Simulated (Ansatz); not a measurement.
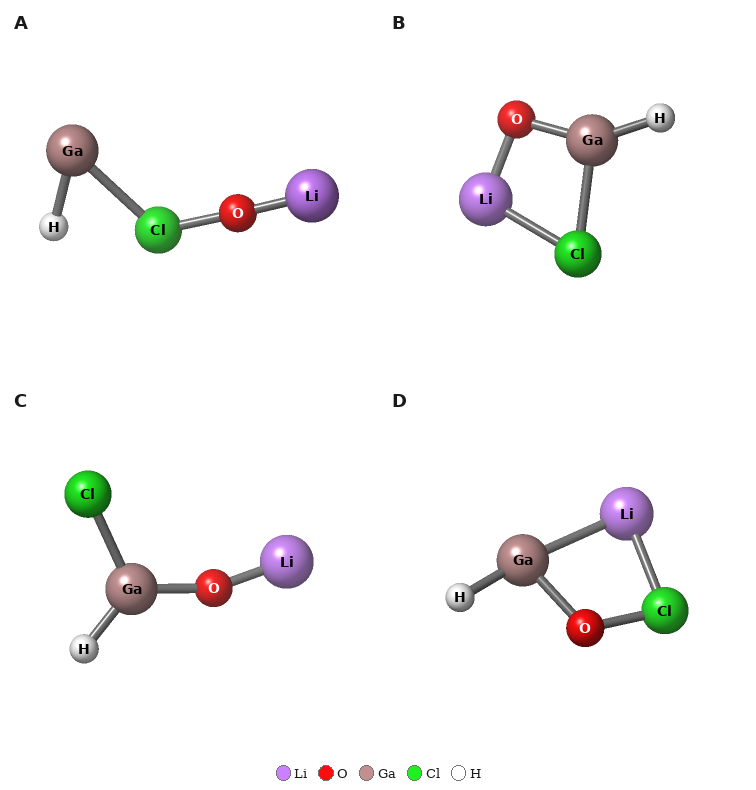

4 stationary structures of one formula. Geometries: PBE-D4/def2-SVP. Electronic energies: PBE-D4/def2-SVP (Ansatz 0.2.0), without zero-point energy. No frequency run is at hand to confirm each as a minimum.

Question: Which is lowest in energy, and by how much?

Answer: B is lowest (Cs); C lies 22.6 kJ/mol above it (Cs), D lies 423.1 kJ/mol above it (Cs), A lies 454.7 kJ/mol above it (Cs).
